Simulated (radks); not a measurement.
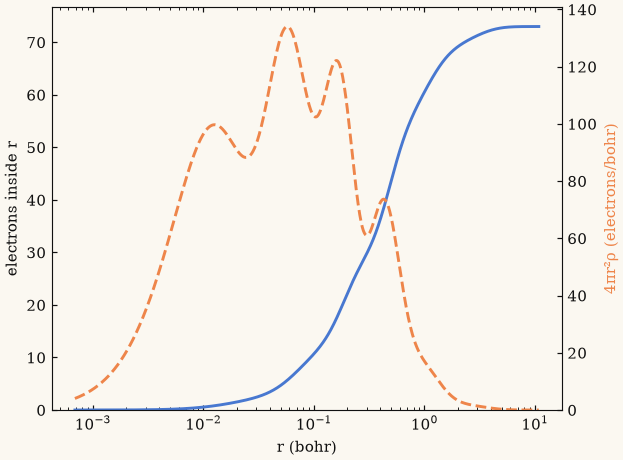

The neutral tantalum atom in the configuration [Xe] 4f14 5d3 6s2. Theory: scalar-relativistic Kohn-Sham, r2SCAN, spin-unpolarised, spherical densities, finite nucleus (computed with the in-house radial solver radks).

The plot shows the number of electrons inside radius r (solid) and the radial density 4πr²ρ (dashed).

What does the plot show?

The count levels off at 73 electrons. Half of them lie within 0.402 bohr, 90 % within 1.40 bohr and 99 % within 3.98 bohr. The radial density has minima at 0.0242, 0.104 and 0.301 bohr, where the count stands at 1.9, 11.1 and 29.8; these part the shells that the density resolves.
